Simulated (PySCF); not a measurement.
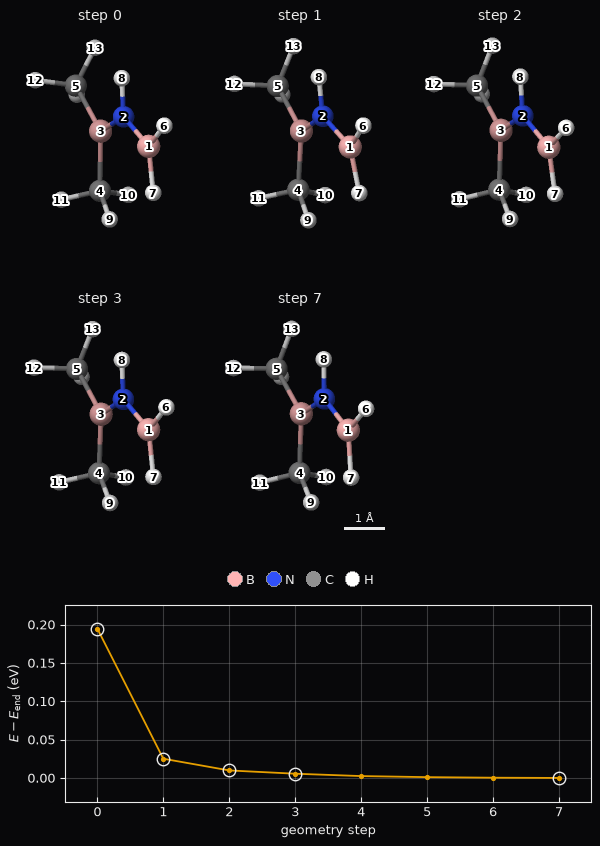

Frames of a relaxation of C2H9B2N, marked on the history of the run. Style: ball-and-stick. Shown from a free direction.

The start comes from GFN2-xTB. Its atoms were then displaced at random by about 0.01 Å.

Computed with PySCF 2.14.0, density-fitted response routines, PBE0-D3(BJ)/def2-SVP geometry optimisation, gas phase. 

What happens along the run?

Answer. After 7 geometry steps the energy has fallen by 0.195 eV. The largest move after the best rigid fit is that of an H atom, 0.17 Å. By element the largest moves are H 0.17 Å, B 0.04 Å, N 0.03 Å, C 0.03 Å. Among the contacts that change: B–H 1.135 → 1.210 Å, C–H 1.048 → 1.097 Å, C–H 1.071 → 1.106 Å, B–H 1.189 → 1.207 Å. Among the angles between lasting bonds that change: H–C–H 105.6° → 108.7°, B–N–B 133.1° → 130.2°, B–N–H 112.5° → 115.2°. From step 0 to 1: an H atom moves most (0.18 Å), energy −0.170 eV. From step 1 to 2: an H atom moves most (0.11 Å), energy −0.015 eV. From step 2 to 3: an H atom moves most (0.12 Å), energy −0.004 eV. From step 3 to 7: an H atom moves most (0.07 Å), energy −0.006 eV.

```tsv
step	E − E(0), eV
0	0.0000
1	-0.1696
2	-0.1849
3	-0.1892
4	-0.1923
5	-0.1937
6	-0.1944
7	-0.1947
```
